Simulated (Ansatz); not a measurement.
# AlH3− (doublet): one geometry, many settings at a displaced geometry (v1)

Aim: run AlH3− (doublet) at one geometry under a spread of methods and options, and see what each costs and gives.

Program: Ansatz 0.2.0, Gaussian basis. Level of theory: the settings change from run to run. These are calculated values, not measurements.

20 further runs of the same task are left out: 3 for a known fault of the program, 5 that didn't finish, 12 set aside as unsound or not needed.

## 1. The system

The geometry is a PBE0/def2-TZVPD stationary point (not a proven minimum) with its atoms shifted at random (size 0.040 Å).

4 atoms, charge -1, spin multiplicity 2.

Atoms are counted from 1 here; the program's logs count them from 0.

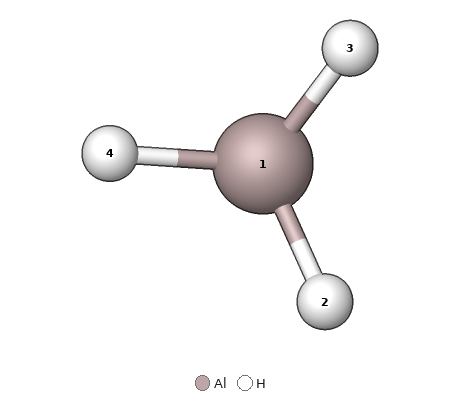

The geometry (aluminium light grey, hydrogen white); atoms are numbered from 1 in the order of the file.

## 2. MP2 on ROHF/def2-SVPD

in.yaml

```yaml
crystal:
  periodic: [false, false, false]
  atoms:
    - {symbol: Al, position_ang: [0.000403, -0.000363, -0.047946]}
    - {symbol: H, position_ang: [1.558643, -0.003648, 0.448999]}
    - {symbol: H, position_ang: [-0.743468, 1.389048, 0.399266]}
    - {symbol: H, position_ang: [-0.825963, -1.375685, 0.435212]}
basis:
  gaussian: {orbitals: def2-SVPD}
total_charge: -1
magnetization: {spin_polarized: false, initial_magnetization: 1}
correlation: {method: mp2, electrons: outside_noble_gas}
scf: {lower_state_search: light}
output: {forces: true}
```

Started as:

```sh
> ansatz run in.yaml --threads 1 --pin off --events-out ev --progress --plain --max-ram 2393MiB
```

Standard output:

```text
Functional definition: HF
  name "HF"
  cite "Fock, Z. Phys. 61, 126 (1930) doi:10.1007/BF01340294"
  parent pbe
  exchange = exact_x
  correlation = 0
449 factors; integrals over basis functions are off by at most 9.8e-4 eV
mean field evaluation 1: about -6626.4835 eV, gradient 9.7e0 eV
mean field evaluation 2: about -6626.4859 eV, gradient 9.7e0 eV
mean field evaluation 4: about -6627.2947 eV, gradient 6.2e-1 eV
mean field evaluation 8: about -6627.3000 eV, gradient 1.3e-1 eV
mean field -6627.30023998 eV, -243.5487916738 hartree, gradient 2.4e-6 eV, S^2 0.750000; 0 other end points of the search recorded, 0 dependent functions left out
mean field evaluation 16: about -6627.3061 eV, gradient 6.9e-1 eV
5 core orbitals not correlated: weight in the atoms' cores, before any rotation towards them, 1.000 or more for the frozen orbitals, at most 0.000 for the correlated occupied ones
reference -6627.30023998 eV, -243.5487916738 hartree; 4, 3 occupied and 39, 40 virtual orbitals, 449 factors
second order -2.43512096 eV of doubles, -0.01212515 eV of singles
the calculation of the forces begins
Total energy: -6629.74748609 eV, -243.6387263097 hartree
Atom 0 at     0.000403    -0.000363    -0.047946 Å, force    -0.145625    -0.245088    -0.156490 eV/Å
Atom 1 at     1.558643    -0.003648     0.448999 Å, force    -0.060400    -0.043966     0.080738 eV/Å
Atom 2 at    -0.743468     1.389048     0.399266 Å, force    -0.012042    -0.109964     0.081820 eV/Å
Atom 3 at    -0.825963    -1.375685     0.435212 Å, force     0.218067     0.399018    -0.006069 eV/Å
Dipole moment:     0.002932     0.013221     0.115857 e Å
```

It took 0.51 s on 1 thread of Arm Neoverse V1, shared host.

## 3. NEVPT4(SD)(7,5)/6-31G*

Edit in.yaml of step 2 so:

```diff
@@ -8,7 +8,5 @@
 basis:
-  gaussian: {orbitals: def2-SVPD}
+  gaussian: {orbitals: "6-31G*"}
 total_charge: -1
 magnetization: {spin_polarized: false, initial_magnetization: 1}
-correlation: {method: mp2, electrons: outside_noble_gas}
-scf: {lower_state_search: light}
-output: {forces: true}
+correlation: {method: fic_nevpt4_sd, electrons: valence, active_space: {window: {electrons: 7, orbitals: 5}}}
```

Launched as before.

Standard output, cut to the lines that bear on the results:

```text
Functional definition: HF
  name "HF"
  cite "Fock, Z. Phys. 61, 126 (1930) doi:10.1007/BF01340294"
  parent pbe
[...]
261 factors; integrals over basis functions are off by at most 6.1e-4 eV
[...]
mean field -6628.76974197 eV, -243.6027948760 hartree, gradient 1.9e-6 eV, S^2 0.750000; 0 other end points of the search recorded, 0 dependent functions left out
reference -6628.76974197 eV, -243.6027948760 hartree; 9, 8 occupied and 16, 17 virtual orbitals, 261 factors
state -6629.14565547 eV, -243.6166094422 hartree
state -6629.14565547 eV, -243.6166094422 hartree; corrected -6630.82272383 eV, -243.6782405678 hartree
state -6629.13513572 eV, -243.6162228486 hartree
state -6629.13513572 eV, -243.6162228486 hartree; corrected -6630.81911964 eV, -243.6781081162 hartree
state -6629.14565547 eV, -243.6166094422 hartree; corrected -6630.82272383 eV, -243.6782405678 hartree
Total energy: -6630.82272383 eV, -243.6782405678 hartree
```

Wall time 0.42 s (1 thread of Arm Neoverse V1, shared host).

From the report: 50 determinants; active occupations 2.00, 2.00, 1.98, 1.00, 0.02.

## 4. CCSD on ROHF/aug-cc-pVDZ

Edit in.yaml of step 3 so:

```diff
@@ -8,5 +8,7 @@
 basis:
-  gaussian: {orbitals: "6-31G*"}
+  gaussian: {orbitals: aug-cc-pVDZ, fitting: {mean_field: def2-universal-jkfit}}
 total_charge: -1
 magnetization: {spin_polarized: false, initial_magnetization: 1}
-correlation: {method: fic_nevpt4_sd, electrons: valence, active_space: {window: {electrons: 7, orbitals: 5}}}
+hamiltonian: {pseudopotentials: {relativity: scalar}}
+correlation: {method: ccsd, electrons: outside_noble_gas}
+output: {forces: true}
```

The command is unchanged.

Standard output, cut to the lines that bear on the results:

```text
Functional definition: HF
  name "HF"
  cite "Fock, Z. Phys. 61, 126 (1930) doi:10.1007/BF01340294"
  parent pbe
[...]
182 factors; integrals over basis functions are off by at most 4.4e-1 eV
[...]
mean field -6640.18786997 eV, -244.0224033402 hartree, gradient 2.5e-6 eV, S^2 0.750000; 2 other end points of the search recorded, 0 dependent functions left out
determinant -6640.18786997 eV, -244.0224033402 hartree, with singles and doubles -6643.46349493 eV, -244.1427803375 hartree
determinant -6638.71317556 eV, -243.9682093205 hartree, with singles and doubles -6641.75839511 eV, -244.0801190747 hartree
5 core orbitals not correlated: weight in the atoms' cores, before any rotation towards them, 1.000 or more for the frozen orbitals, at most 0.000 for the correlated occupied ones
reference -6640.18786997 eV, -244.0224033402 hartree; 4, 3 occupied and 45, 46 virtual orbitals, 182 factors
second order -2.47016207 eV of doubles, -0.01293454 eV of singles
cycle   1  -3.24841856 eV  change   -1.1e-1 eV  update   2.3e-2
[...]
cycle  13  -3.25873077 eV  change    2.1e-7 eV  update   3.8e-7
[...]
Total energy: -6643.44660074 eV, -244.1421594872 hartree
Relativity: scalar
Atom 0 at     0.000403    -0.000363    -0.047946 Å, force    -0.145916    -0.235523     0.087186 eV/Å
Atom 1 at     1.558643    -0.003648     0.448999 Å, force     0.068316    -0.044292     0.000900 eV/Å
Atom 2 at    -0.743468     1.389048     0.399266 Å, force    -0.069808     0.003619    -0.002926 eV/Å
Atom 3 at    -0.825963    -1.375685     0.435212 Å, force     0.147407     0.276196    -0.085160 eV/Å
Dipole moment:     0.001868     0.014390     0.209251 e Å
```

Wall time 2.2 s (1 thread of Arm Neoverse V1, shared host).

From the report: correlation -3.2587 eV; T1 0.022; largest double amplitude 0.03.

## 5. CCSD(T) on ROHF/aug-cc-pVDZ

in.yaml

```yaml
crystal:
  periodic: [false, false, false]
  atoms:
    - {symbol: Al, position_ang: [0.000403, -0.000363, -0.047946]}
    - {symbol: H, position_ang: [1.558643, -0.003648, 0.448999]}
    - {symbol: H, position_ang: [-0.743468, 1.389048, 0.399266]}
    - {symbol: H, position_ang: [-0.825963, -1.375685, 0.435212]}
basis:
  gaussian: {orbitals: aug-cc-pVDZ}
total_charge: -1
magnetization: {spin_polarized: false, initial_magnetization: 1}
correlation: {method: ccsd_t, electrons: outside_noble_gas}
scf: {lower_state_search: off}
```

The command is unchanged.

Standard output, cut to the lines that bear on the results:

```text
Functional definition: HF
  name "HF"
  cite "Fock, Z. Phys. 61, 126 (1930) doi:10.1007/BF01340294"
  parent pbe
[...]
522 factors; integrals over basis functions are off by at most 4.8e-4 eV
[...]
mean field -6629.45590738 eV, -243.6280109895 hartree, gradient 2.0e-6 eV, S^2 0.750000; 0 other end points of the search recorded, 0 dependent functions left out
5 core orbitals not correlated: weight in the atoms' cores, before any rotation towards them, 1.000 or more for the frozen orbitals, at most 0.000 for the correlated occupied ones
reference -6629.45590738 eV, -243.6280109895 hartree; 4, 3 occupied and 45, 46 virtual orbitals, 522 factors
second order -2.48051305 eV of doubles, -0.01287550 eV of singles
cycle   1  -3.03746687 eV  change   -5.4e-1 eV  update   6.2e-2
[...]
cycle  11  -3.25790251 eV  change    2.0e-6 eV  update   7.3e-6
perturbative correction -0.06352847 eV, -0.0023346280 hartree
Total energy: -6632.77733836 eV, -243.7500713267 hartree
Checks for a lower state left out: stability, starts, cluster_reference, orbital_swaps, neighbouring_geometries, increment
```

Wall time 0.93 s (1 thread of Arm Neoverse V1, shared host).

From the report: correlation -3.3214 eV; T1 0.022; largest double amplitude 0.03.

## 6. CCSD(T) on UHF/STO-3G

Edit in.yaml of step 5 so:

```diff
@@ -8,6 +8,7 @@
 basis:
-  gaussian: {orbitals: aug-cc-pVDZ}
+  gaussian: {orbitals: STO-3G}
 total_charge: -1
-magnetization: {spin_polarized: false, initial_magnetization: 1}
-correlation: {method: ccsd_t, electrons: outside_noble_gas}
+magnetization: {spin_polarized: true, initial_magnetization: 1}
+correlation: {method: ccsd_t, electrons: all}
 scf: {lower_state_search: off}
+output: {forces: true}
```

Same command.

Standard output, cut to the lines that bear on the results:

```text
Functional definition: HF
  name "HF"
  cite "Fock, Z. Phys. 61, 126 (1930) doi:10.1007/BF01340294"
  parent pbe
[...]
128 factors; integrals over basis functions are off by at most 2.0e-5 eV
[...]
mean field -6543.03536043 eV, -240.4521144671 hartree, gradient 5.9e-7 eV, S^2 0.750117; 0 other end points of the search recorded, 0 dependent functions left out
reference -6543.03536043 eV, -240.4521144671 hartree; 9, 8 occupied and 3, 4 virtual orbitals, 128 factors
second order -1.01361154 eV of doubles, -0.00000000 eV of singles
cycle   1  -1.26194557 eV  change   -2.5e-1 eV  update   4.5e-2
[...]
cycle   9  -1.41272569 eV  change    5.1e-7 eV  update   2.0e-6
perturbative correction -0.01538397 eV, -0.0005653505 hartree
[...]
Total energy: -6544.46347009 eV, -240.5045965292 hartree
Atom 0 at     0.000403    -0.000363    -0.047946 Å, force    -0.140308    -0.287807    -0.677210 eV/Å
Atom 1 at     1.558643    -0.003648     0.448999 Å, force    -1.420413    -0.042068     0.235723 eV/Å
Atom 2 at    -0.743468     1.389048     0.399266 Å, force     0.613133    -1.315557     0.287089 eV/Å
Atom 3 at    -0.825963    -1.375685     0.435212 Å, force     0.947588     1.645433     0.154397 eV/Å
Dipole moment:     0.004317     0.004890    -0.271116 e Å
Checks for a lower state left out: starts, cluster_reference, orbital_swaps, neighbouring_geometries, increment
```

It took 0.27 s on 1 thread of Arm Neoverse V1, shared host.

From the report: ⟨S²⟩ of the determinant 0.750 (pure doublet: 0.75); correlation -1.4281 eV; T1 0.006; largest double amplitude 0.05.

## 7. BCCD(T) on UHF/aug-cc-pVDZ

Edit in.yaml of step 6 so:

```diff
@@ -8,7 +8,7 @@
 basis:
-  gaussian: {orbitals: STO-3G}
+  gaussian: {orbitals: aug-cc-pVDZ}
 total_charge: -1
 magnetization: {spin_polarized: true, initial_magnetization: 1}
-correlation: {method: ccsd_t, electrons: all}
+correlation: {method: bccd_t, electrons: outside_noble_gas}
+accuracy: high
 scf: {lower_state_search: off}
-output: {forces: true}
```

Same command.

Standard output, cut to the lines that bear on the results:

```text
Functional definition: HF
  name "HF"
  cite "Fock, Z. Phys. 61, 126 (1930) doi:10.1007/BF01340294"
  parent pbe
[...]
1073 factors; integrals over basis functions are off by at most 3.2e-9 eV
[...]
mean field -6629.47689371 eV, -243.6287822232 hartree, gradient 2.9e-8 eV, S^2 0.753501; 0 other end points of the search recorded, 0 dependent functions left out
5 core orbitals not correlated: weight in the atoms' cores, before any rotation towards them, 1.000 or more for the frozen orbitals, at most 0.000 for the correlated occupied ones
reference -6629.47689371 eV, -243.6287822232 hartree; 4, 3 occupied and 45, 46 virtual orbitals, 1073 factors
second order -2.47746424 eV of doubles, -0.00000000 eV of singles
cycle   1  -3.02542032 eV  change   -5.5e-1 eV  update   6.1e-2
[...]
cycle  24  -3.23498252 eV  change   3.8e-11 eV  update  3.8e-10
perturbative correction -0.06612927 eV, -0.0024302060 hartree
Total energy: -6632.77800550 eV, -243.7500958438 hartree
Checks for a lower state left out: stability, starts, cluster_reference, orbital_swaps, neighbouring_geometries, increment
```

Wall time 4.2 s (1 thread of Arm Neoverse V1, shared host); peak memory 0.31 GiB.

From the report: ⟨S²⟩ of the determinant 0.754 (pure doublet: 0.75); correlation -3.3011 eV; largest double amplitude 0.03.

## 8. MP2 on UHF/aug-cc-pVDZ

Edit in.yaml of step 7 so:

```diff
@@ -11,4 +11,3 @@
 magnetization: {spin_polarized: true, initial_magnetization: 1}
-correlation: {method: bccd_t, electrons: outside_noble_gas}
-accuracy: high
-scf: {lower_state_search: off}
+correlation: {method: mp2, electrons: valence}
+output: {forces: true}
```

The command is unchanged.

Standard output, cut to the lines that bear on the results:

```text
Functional definition: HF
  name "HF"
  cite "Fock, Z. Phys. 61, 126 (1930) doi:10.1007/BF01340294"
  parent pbe
[...]
522 factors; integrals over basis functions are off by at most 4.8e-4 eV
[...]
mean field -6629.47686264 eV, -243.6287810813 hartree, gradient 2.4e-6 eV, S^2 0.753501; 0 other end points of the search recorded, 0 dependent functions left out
5 core orbitals not correlated: weight in the atoms' cores, before any rotation towards them, 1.000 or more for the frozen orbitals, at most 0.000 for the correlated occupied ones
reference -6629.47686264 eV, -243.6287810813 hartree; 4, 3 occupied and 45, 46 virtual orbitals, 522 factors
second order -2.47745814 eV of doubles, -0.00000000 eV of singles
[...]
Total energy: -6631.95432078 eV, -243.7198259885 hartree
Atom 0 at     0.000403    -0.000363    -0.047946 Å, force    -0.148213    -0.238814     0.127521 eV/Å
Atom 1 at     1.558643    -0.003648     0.448999 Å, force     0.018243    -0.045669    -0.012822 eV/Å
Atom 2 at    -0.743468     1.389048     0.399266 Å, force    -0.047366    -0.042603    -0.015012 eV/Å
Atom 3 at    -0.825963    -1.375685     0.435212 Å, force     0.177337     0.327086    -0.099687 eV/Å
Dipole moment:     0.001622     0.014851     0.231464 e Å
```

Wall time 0.66 s (1 thread of Arm Neoverse V1, shared host).

From the report: ⟨S²⟩ of the determinant 0.754 (pure doublet: 0.75).

## 9. MP2 on ROHF/aug-cc-pVDZ

Edit in.yaml of step 8 so:

```diff
@@ -10,4 +10,3 @@
 total_charge: -1
-magnetization: {spin_polarized: true, initial_magnetization: 1}
-correlation: {method: mp2, electrons: valence}
-output: {forces: true}
+magnetization: {spin_polarized: false, initial_magnetization: 1}
+correlation: {method: mp2, electrons: outside_noble_gas}
```

Same command.

Standard output:

```text
Functional definition: HF
  name "HF"
  cite "Fock, Z. Phys. 61, 126 (1930) doi:10.1007/BF01340294"
  parent pbe
  exchange = exact_x
  correlation = 0
522 factors; integrals over basis functions are off by at most 4.8e-4 eV
mean field evaluation 1: about -6628.2233 eV, gradient 1.1e1 eV
mean field evaluation 2: about -6628.2226 eV, gradient 1.1e1 eV
mean field evaluation 4: about -6629.4202 eV, gradient 1.2e0 eV
mean field evaluation 8: about -6629.4559 eV, gradient 2.4e-3 eV
mean field evaluation 16: about -6629.4558 eV, gradient 1.2e-1 eV
mean field -6629.45590738 eV, -243.6280109895 hartree, gradient 2.0e-6 eV, S^2 0.750000; 1 other end points of the search recorded, 0 dependent functions left out
5 core orbitals not correlated: weight in the atoms' cores, before any rotation towards them, 1.000 or more for the frozen orbitals, at most 0.000 for the correlated occupied ones
reference -6629.45590738 eV, -243.6280109895 hartree; 4, 3 occupied and 45, 46 virtual orbitals, 522 factors
second order -2.48051305 eV of doubles, -0.01287550 eV of singles
Total energy: -6631.94929593 eV, -243.7196413289 hartree
```

It took 0.48 s on 1 thread of Arm Neoverse V1, shared host.

## 10. MRCISD+Q(relaxed)(3,8)/6-31G*

Edit in.yaml of step 9 so:

```diff
@@ -8,5 +8,5 @@
 basis:
-  gaussian: {orbitals: aug-cc-pVDZ}
+  gaussian: {orbitals: "6-31G*"}
 total_charge: -1
 magnetization: {spin_polarized: false, initial_magnetization: 1}
-correlation: {method: mp2, electrons: outside_noble_gas}
+correlation: {method: fic_mrcisd_q_relaxed, electrons: outside_noble_gas, active_space: {window: {electrons: 3, orbitals: 8}}}
```

Same command.

Standard output, cut to the lines that bear on the results:

```text
Functional definition: HF
  name "HF"
  cite "Fock, Z. Phys. 61, 126 (1930) doi:10.1007/BF01340294"
  parent pbe
[...]
261 factors; integrals over basis functions are off by at most 6.1e-4 eV
[...]
mean field -6628.76974197 eV, -243.6027948760 hartree, gradient 1.9e-6 eV, S^2 0.750000; 0 other end points of the search recorded, 0 dependent functions left out
reference -6628.76974197 eV, -243.6027948760 hartree; 9, 8 occupied and 16, 17 virtual orbitals, 261 factors
state -6629.40456785 eV, -243.6261242965 hartree
contracted CI cycle   1: correlation -0.00000000 eV, -0.0000000000 hartree, residual 8.01e0 eV
contracted CI cycle   2: correlation -1.41301594 eV, -0.0519273782 hartree, residual 1.79e0 eV
contracted CI cycle   3: correlation -1.50246223 eV, -0.0552144687 hartree, residual 7.29e-1 eV
contracted CI cycle   4: correlation -1.51560750 eV, -0.0556975484 hartree, residual 3.12e-1 eV
contracted CI cycle   5: correlation -1.51789056 eV, -0.0557814493 hartree, residual 1.42e-1 eV
contracted CI cycle   6: correlation -1.51837133 eV, -0.0557991171 hartree, residual 6.77e-2 eV
contracted CI cycle   7: correlation -1.51849321 eV, -0.0558035964 hartree, residual 2.87e-2 eV
contracted CI cycle   8: correlation -1.51851499 eV, -0.0558043964 hartree, residual 1.25e-2 eV
contracted CI cycle   9: correlation -1.51851872 eV, -0.0558045337 hartree, residual 5.45e-3 eV
contracted CI cycle  10: correlation -1.51851949 eV, -0.0558045621 hartree, residual 2.58e-3 eV
contracted CI cycle  11: correlation -1.51851967 eV, -0.0558045686 hartree, residual 1.20e-3 eV
state -6629.40456785 eV, -243.6261242965 hartree; corrected -6630.99325267 eV, -243.6845073870 hartree
Total energy: -6630.99325267 eV, -243.6845073870 hartree
```

Run time: 2.8 s. Hardware: 1 thread of Arm Neoverse V1, shared host; peak memory 0.26 GiB.

From the report: 224 determinants; active occupations 1.97, 1.00, 0.02, 0.01, 0.00, 0.00, 0.00, 0.00.

## 11. All runs side by side

Where basis and cores are those of an earlier UCCSDT(Q)/aug-cc-pVDZ run (-6632.7994 eV), and the state is the same kind, the miss against it is given.

```tsv
level	correlated	functions	energy (eV)	from UCCSDT(Q) (meV)	time
MP2 on ROHF/def2-SVPD	outside noble gas	48	-6629.7475		0.51 s
NEVPT4(SD)(7,5)/6-31G*	valence	25	-6630.8227		0.42 s
CCSD on ROHF/aug-cc-pVDZ (relativity set)	outside noble gas	54	-6643.4466		2.2 s
CCSD(T) on ROHF/aug-cc-pVDZ	outside noble gas	54	-6632.7773	22.1	0.93 s
CCSD(T) on UHF/STO-3G	all	12	-6544.4635		0.27 s
BCCD(T) on UHF/aug-cc-pVDZ	outside noble gas	54	-6632.7780	21.4	4.2 s
MP2 on UHF/aug-cc-pVDZ	valence	54	-6631.9543	845.1	0.66 s
MP2 on ROHF/aug-cc-pVDZ	outside noble gas	54	-6631.9493	850.1	0.48 s
MRCISD+Q(relaxed)(3,8)/6-31G*	outside noble gas	25	-6630.9933		2.8 s
```

## 12. Outcome

| quantity | value |
| --- | --- |
| runs | 9 |
| quickest | CCSD(T) on UHF/STO-3G, 0.27 s |
| slowest | BCCD(T) on UHF/aug-cc-pVDZ, 4.2 s |

Total energies in different bases, with other cores or another treatment of relativity can't be set against each other. BCCD(T) on UHF/aug-cc-pVDZ took 16 times as long as CCSD(T) on UHF/STO-3G; the jobs differ in more than the method. Among the correlated runs with a miss given, it spans +21 to +850 meV.
